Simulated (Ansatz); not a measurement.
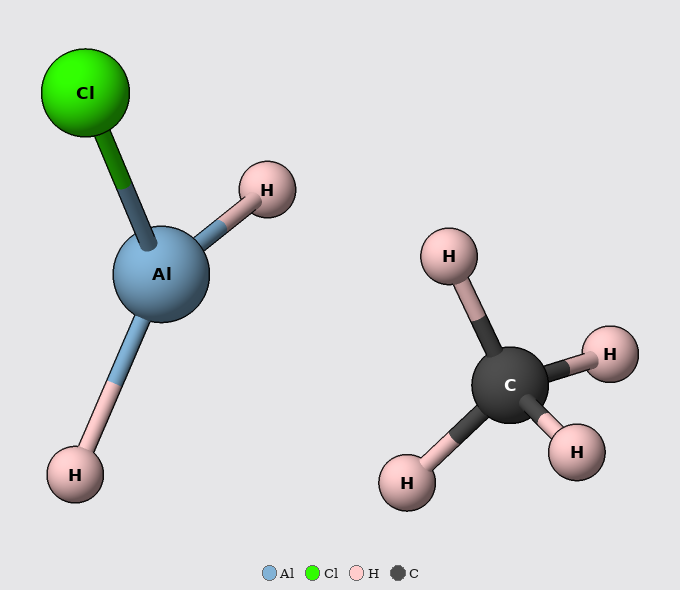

Harmonic vibrations computed with RKS PBE0-D4/def2-TZVP (Ansatz 0.2.0) at a stationary point of the same level.

### Minimum or transition state?

A minimum: no imaginary frequency, and the lowest mode lies at 49 cm⁻¹.

### List the wavenumbers.

21 modes: 49, 99, 114, 125, 241, 346, 509, 513, 633, 768, 1280, 1340, 1355, 1546, 1566, 1956, 1969, 3007, 3110, 3144, 3191 cm⁻¹.
